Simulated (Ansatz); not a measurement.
# C2H8OSi2: geometry relaxation (part 2 of 2)

Continued. System: C2H8OSi2. Method: RKS PBE-D4/def2-SVP (Ansatz 0.2.0). The geometry: force-field start.

## Trajectory as extended XYZ, continued
```
13
Properties=species:S:1:pos:R:3:forces:R:3 step=6 energy=-19983.52747
O    -1.2476    0.3035    1.5929    0.6121   0.1319  -0.0952
C    -0.4908    1.3263    0.9425   -0.1134  -0.1305   0.1630
Si    0.2911    0.5863   -0.6713    0.2178  -0.3290  -0.2443
C    -0.4127   -1.0056   -1.3165    0.0529   0.4705   0.4049
Si    1.0826   -1.8413   -0.2509   -0.0937   0.2757  -0.0241
H    -0.6091   -0.4539    1.7189   -0.3795   0.4037  -0.0407
H    -1.2023    2.1763    0.7236    0.3907  -0.4411  -0.0657
H     0.3419    1.7618    1.5758   -0.3731  -0.1457  -0.1722
H     1.1842    1.4586   -1.5591   -0.3398  -0.2377   0.2836
H    -0.3295   -1.2002   -2.4019    0.0157  -0.0451   0.0781
H    -1.4078   -1.2693   -0.9003    0.1522   0.0428  -0.0859
H     2.1015   -0.6879   -0.5732   -0.1051   0.1714  -0.0100
H     0.7189   -1.1896    1.1343   -0.0369  -0.1669  -0.1916
13
Properties=species:S:1:pos:R:3:forces:R:3 step=7 energy=-19983.66941
O    -1.2188    0.3090    1.6025    0.3860   0.0778  -0.0719
C    -0.4506    1.2971    0.9292   -0.0249   0.0556   0.2132
Si    0.3938    0.5204   -0.6281   -0.1058   0.1146  -0.2404
C    -0.4119   -0.9946   -1.2989    0.1336   0.0693   0.1899
Si    1.1007   -1.8411   -0.2824   -0.1411  -0.2348  -0.1177
H    -0.5951   -0.4500    1.7417   -0.2773   0.1856   0.0213
H    -1.1659    2.1121    0.6217    0.3658  -0.3306  -0.0534
H     0.3272    1.7934    1.5859   -0.2806  -0.1491  -0.2129
H     1.1559    1.4469   -1.5478   -0.1225  -0.0568   0.1059
H    -0.3411   -1.1980   -2.3829   -0.0212   0.0133   0.0299
H    -1.4079   -1.2337   -0.8780    0.0963   0.0557  -0.0114
H     1.9906   -0.5300   -0.5431   -0.0726   0.2931   0.1490
H     0.6433   -1.2663    1.0949    0.0644  -0.0937  -0.0015
13
Properties=species:S:1:pos:R:3:forces:R:3 step=8 energy=-19983.76171
O    -1.2049    0.3244    1.6082    0.1406   0.0500  -0.0793
C    -0.4158    1.2736    0.9162   -0.0634   0.0624   0.0894
Si    0.4137    0.5044   -0.6413   -0.0180   0.3356   0.0721
C    -0.4064   -0.9962   -1.2946   -0.0616  -0.1418   0.0327
Si    1.0950   -1.8636   -0.3221    0.2028  -0.1816   0.0639
H    -0.6124   -0.4474    1.7617   -0.0759  -0.0224   0.0353
H    -1.1101    2.0737    0.5571    0.1509  -0.0985  -0.0260
H     0.3333    1.7922    1.5747   -0.0455  -0.0746  -0.1541
H     1.1295    1.4540   -1.5521   -0.0564   0.1050  -0.0862
H    -0.3594   -1.1962   -2.3797   -0.0103   0.0076  -0.0049
H    -1.4019   -1.2160   -0.8682    0.0002   0.0727   0.0294
H     1.9048   -0.3880   -0.4397   -0.0586   0.0401   0.0907
H     0.6548   -1.3497    1.0946   -0.1047  -0.1545  -0.0629
13
Properties=species:S:1:pos:R:3:forces:R:3 step=9 energy=-19983.81659
O    -1.1888    0.3406    1.5994    0.0087   0.0450  -0.0676
C    -0.3862    1.2683    0.9010   -0.1144   0.0425   0.0408
Si    0.4314    0.5229   -0.6548   -0.0291   0.3020  -0.1624
C    -0.3855   -1.0035   -1.2720    0.0656  -0.1608  -0.1648
Si    1.1429   -1.8769   -0.3408   -0.0838  -0.1320   0.0530
H    -0.6218   -0.4443    1.7605    0.0285  -0.1187   0.0335
H    -1.0605    2.0637    0.5153   -0.0367   0.0815   0.0019
H     0.3560    1.7898    1.5514    0.1054   0.0299  -0.0067
H     1.0573    1.5252   -1.6075   -0.0933  -0.1916   0.1377
H    -0.3728   -1.2008   -2.3593   -0.0185   0.0479  -0.0088
H    -1.3781   -1.2013   -0.8297    0.0000   0.0393   0.0759
H     1.8566   -0.2966   -0.3271    0.0946   0.0557   0.1047
H     0.5698   -1.5223    1.0784    0.0729  -0.0408  -0.0372
13
Properties=species:S:1:pos:R:3:forces:R:3 step=10 energy=-19983.81622 accepted=F
O    -1.1803    0.3571    1.5929    0.0061  -0.0162  -0.0186
C    -0.3862    1.2886    0.8909   -0.0764  -0.0260  -0.0509
Si    0.4199    0.5419   -0.6686   -0.1167  -0.5283   0.4506
C    -0.3755   -1.0092   -1.2727    0.0852  -0.0537  -0.0900
Si    1.1609   -1.8920   -0.3575   -0.0026   0.1506  -0.0783
H    -0.6196   -0.4358    1.7410    0.0180  -0.0554   0.0170
H    -1.0576    2.0908    0.5165   -0.0733   0.0846   0.0276
H     0.3742    1.7994    1.5270    0.0917   0.0476   0.0455
H     1.0082    1.5065   -1.6105    0.2792   0.3201  -0.3670
H    -0.3874   -1.1882   -2.3640    0.0069   0.0238   0.0277
H    -1.3635   -1.1988   -0.8140    0.0164   0.0174   0.0540
H     1.8548   -0.2571   -0.2300   -0.2062  -0.0152  -0.0804
H     0.5724   -1.6382    1.0636   -0.0284   0.0507   0.0629
13
Properties=species:S:1:pos:R:3:forces:R:3 step=11 energy=-19983.82938
O    -1.1844    0.3502    1.6025    0.0019  -0.0003  -0.0605
C    -0.3894    1.2812    0.8988   -0.0554  -0.0193   0.0183
Si    0.4145    0.5326   -0.6629    0.0178   0.1255  -0.0411
C    -0.3792   -1.0107   -1.2721    0.0085  -0.0853  -0.1041
Si    1.1533   -1.8715   -0.3450    0.0123  -0.0781   0.0250
H    -0.6460   -0.4665    1.7122    0.0450   0.0328   0.0131
H    -1.0600    2.0929    0.5378   -0.0216   0.0234   0.0142
H     0.3814    1.7848    1.5320    0.0509   0.0110   0.0286
H     1.0542    1.5079   -1.6192   -0.0495  -0.0773   0.0522
H    -0.3837   -1.1948   -2.3619   -0.0222   0.0046   0.0175
H    -1.3604   -1.2123   -0.8063   -0.0354   0.0303   0.0096
H     1.8398   -0.2737   -0.2802    0.0551   0.0543   0.0421
H     0.5803   -1.5550    1.0789   -0.0075  -0.0215  -0.0150
13
Properties=species:S:1:pos:R:3:forces:R:3 step=12 energy=-19983.83361
O    -1.1662    0.3459    1.6033   -0.0281  -0.0089  -0.0120
C    -0.3900    1.2878    0.8950   -0.0340  -0.0075  -0.0044
Si    0.4103    0.5352   -0.6672    0.0298   0.0255   0.0191
C    -0.3757   -1.0156   -1.2787    0.0253  -0.0259  -0.0444
Si    1.1566   -1.8748   -0.3481   -0.0045   0.0108   0.0357
H    -0.6117   -0.4597    1.7199    0.0216   0.0367   0.0001
H    -1.0716    2.0948    0.5427   -0.0115   0.0001   0.0231
H     0.3857    1.7957    1.5206    0.0242   0.0053   0.0087
H     1.0483    1.4961   -1.6280    0.0061   0.0055  -0.0164
H    -0.3853   -1.1941   -2.3691   -0.0061   0.0100   0.0098
H    -1.3600   -1.2048   -0.8125   -0.0061   0.0003   0.0130
H     1.8306   -0.2462   -0.2334   -0.0446  -0.0419  -0.0097
H     0.5493   -1.5952    1.0701    0.0280  -0.0100  -0.0226
13
Properties=species:S:1:pos:R:3:forces:R:3 step=13 energy=-19983.83444
O    -1.1672    0.3465    1.6013    0.0066  -0.0390   0.0079
C    -0.3953    1.2924    0.8940   -0.0016   0.0039  -0.0031
Si    0.4099    0.5368   -0.6662    0.0048  -0.0403  -0.0011
C    -0.3737   -1.0153   -1.2830    0.0005   0.0016   0.0154
Si    1.1570   -1.8797   -0.3508   -0.0179   0.0104  -0.0171
H    -0.5977   -0.4461    1.7353   -0.0177   0.0315  -0.0044
H    -1.0815    2.0974    0.5453    0.0058  -0.0084   0.0093
H     0.3803    1.8016    1.5202    0.0019   0.0013  -0.0046
H     1.0506    1.4936   -1.6289    0.0218   0.0098  -0.0098
H    -0.3842   -1.1888   -2.3739    0.0019   0.0014   0.0024
H    -1.3595   -1.2029   -0.8182    0.0030  -0.0061   0.0056
H     1.8241   -0.2603   -0.2297    0.0022   0.0290  -0.0047
H     0.5574   -1.6100    1.0691   -0.0112   0.0049   0.0040
13
Properties=species:S:1:pos:R:3:forces:R:3 step=14 energy=-19983.83470
O    -1.1678    0.3443    1.5998    0.0007  -0.0162   0.0009
C    -0.3955    1.2907    0.8934   -0.0025   0.0100  -0.0017
Si    0.4106    0.5369   -0.6674    0.0075  -0.0160  -0.0005
C    -0.3746   -1.0150   -1.2818    0.0035  -0.0026  -0.0022
Si    1.1565   -1.8777   -0.3512   -0.0082   0.0068  -0.0037
H    -0.5978   -0.4471    1.7350   -0.0059   0.0120  -0.0016
H    -1.0816    2.0958    0.5457    0.0011  -0.0029   0.0065
H     0.3801    1.7997    1.5198    0.0020   0.0001  -0.0002
H     1.0570    1.4928   -1.6288    0.0015   0.0023  -0.0033
H    -0.3869   -1.1892   -2.3725    0.0007  -0.0004   0.0018
H    -1.3589   -1.2040   -0.8143    0.0022   0.0022   0.0036
H     1.8248   -0.2555   -0.2310   -0.0035   0.0038   0.0004
H     0.5543   -1.6067    1.0680    0.0007   0.0009   0.0001
```

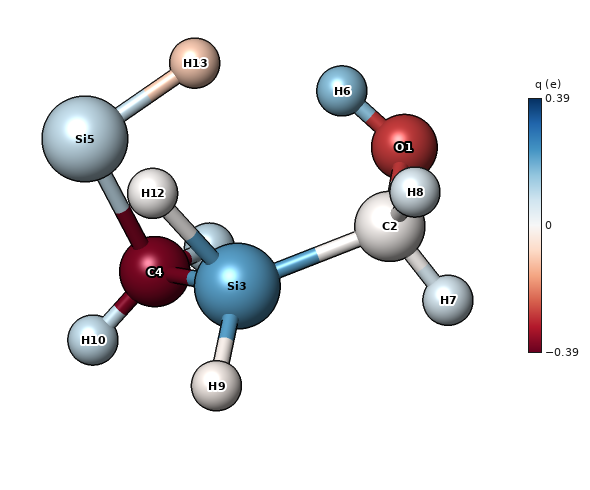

**Figure 1.** Mulliken charges, as the colour of each atom (ball-and-stick view, seen at a tilt; atoms are numbered from 1 in the order of the input). By element: O −0.27, C −0.37 to −0.01, Si +0.09 to +0.21 and H −0.10 to +0.16 e.

The run was set up as follows.

## Input file
```yaml
crystal:
  periodic: [false, false, false]
  atoms:
    - {symbol: O, position_ang: [-1.498000, 0.600400, 1.656900]}
    - {symbol: C, position_ang: [-0.530000, 1.308400, 0.891200]}
    - {symbol: Si, position_ang: [-0.314400, 0.762600, -0.906900]}
    - {symbol: C, position_ang: [-0.171800, -0.968700, -1.214900]}
    - {symbol: Si, position_ang: [1.172400, -1.538900, -0.330700]}
    - {symbol: H, position_ang: [-1.231700, -0.243800, 1.818400]}
    - {symbol: H, position_ang: [-0.764600, 2.375800, 0.886600]}
    - {symbol: H, position_ang: [0.449500, 1.244900, 1.445700]}
    - {symbol: H, position_ang: [0.818000, 1.535200, -1.510000]}
    - {symbol: H, position_ang: [-0.187400, -1.209100, -2.254600]}
    - {symbol: H, position_ang: [-1.177100, -1.484500, -0.888900]}
    - {symbol: H, position_ang: [2.500000, -0.976400, -0.723700]}
    - {symbol: H, position_ang: [0.955500, -1.440800, 1.145600]}
basis:
  gaussian: {orbitals: def2-SVP}
hamiltonian: {xc: pbe, dispersion: d4}
relax: {f_tol: 0.03, max_steps: 200}
```

Launch command:
```bash
ansatz run in.yaml --threads 4 --pin off --events-out ev --progress --plain --max-ram 10444MiB
```

## Key numbers

- outcome: converged
- total energy: −19983.8347 eV
- mean-field energy: −19983.5013 eV
- dispersion energy: −0.3335 eV
- SCF solution under orbital rotations: stable
- largest force (length of the vector) at the end: 0.018 eV/Å
- dipole moment: 1.72 D
- hardware: 4 threads of Arm Neoverse V1, 23 GiB of memory available, shared host
- wall time: 21 s (CPU time 76 s)
- peak memory: 0.17 GiB
